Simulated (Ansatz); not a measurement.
**C2H4O2Si (SMILES C=C1O[SiH2]O1): density, localisation and related maps**

| atom | x (Å) | y (Å) | z (Å) |
| --- | --- | --- | --- |
| C | 0.5348 | 1.3784 | -1.1461 |
| C | 0.1592 | 0.3879 | -0.3269 |
| O | -0.5910 | 0.4908 | 0.8440 |
| Si | -0.4496 | -1.2160 | 0.9994 |
| O | 0.4321 | -0.9733 | -0.4569 |
| H | 0.2450 | 2.4103 | -0.9160 |
| H | 1.1280 | 1.1471 | -2.0385 |
| H | -1.7274 | -1.9817 | 0.8563 |
| H | 0.3573 | -1.6899 | 2.1673 |

Method: RKS PBE-D4/def2-SVP (Ansatz 0.2.0).

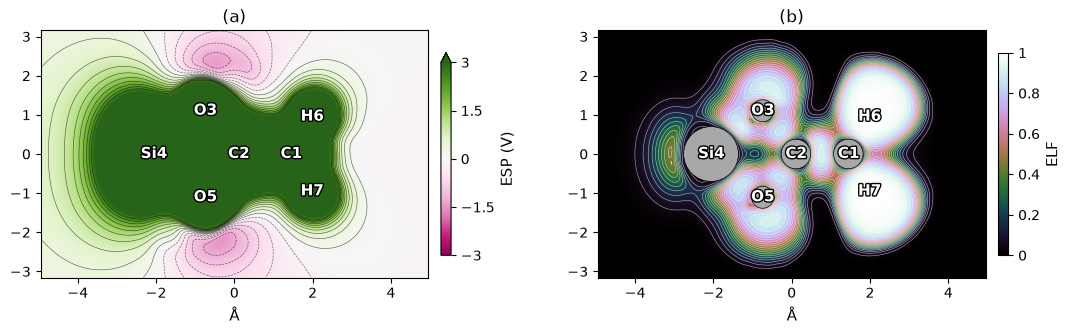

Figure 1. (a) molecular electrostatic potential; (b) electron localisation function on the plane of atoms O3, C2 and O5. Grey discs cover the atomic cores in the ELF map.

**What does the map show?**

- Atoms in the plane: C, O, Si and H.
- C–C (1.34 Å): the ELF peaks at about 0.90 between the atoms: a short, multiple covalent bond.
- C–O (1.39 Å): the ELF peaks at about 0.85 between the atoms: a polar covalent bond.
- Si–O (1.72 Å): the ELF peaks at about 0.90 between the atoms, as expected for a polar covalent bond.
- C–H (1.10 Å): the ELF climbs to about 1 towards the hydrogen, as it does in any bond to H; an ordinary covalent bond to hydrogen.
- The ELF also peaks beside O5 and O3, away from the bonds: lone-pair regions.
- Outside the dense part of the molecule the potential is most negative (−1.5 V) near O3 and O5.

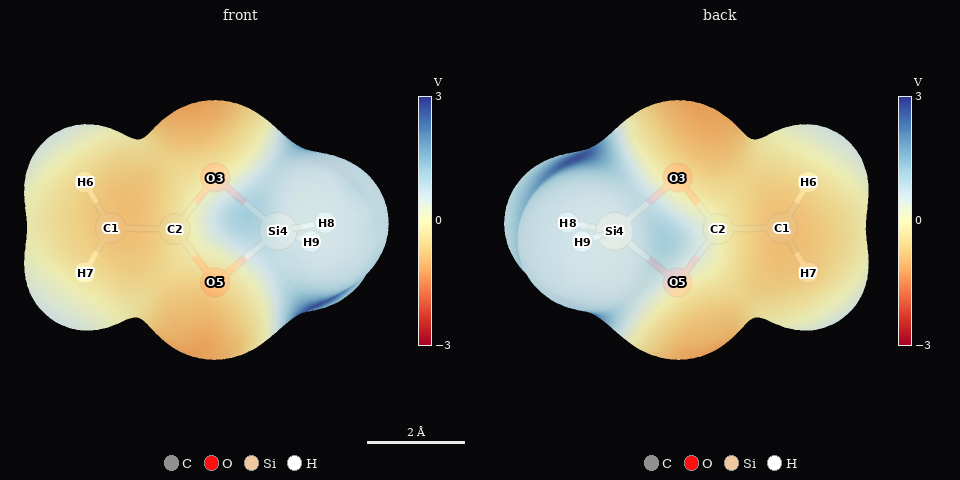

Figure 2. The electrostatic potential painted on the density surface at 0.002 e/bohr³, seen from the front and from behind; red is negative and blue positive.

**Where is the surface potential most negative and most positive?**

The most negative region (about −1.2 V) lies over O3 and O5, the most positive (about +2.7 V) over Si4.

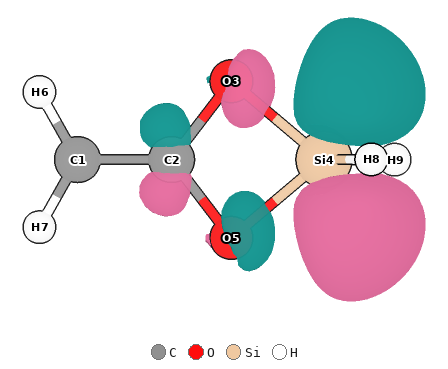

Figure 3. The LUMO at ±0.15 Å⁻³ᐟ² (teal and pink are the two phases), seen across its widest extent.

**What is the character of this orbital?**

It lies mainly on Si4 (about 65 %), O3 (about 5 %), O5 (about 5 %), H8 (about 5 %) and H9 (about 5 %). Its energy is −1.69 eV.
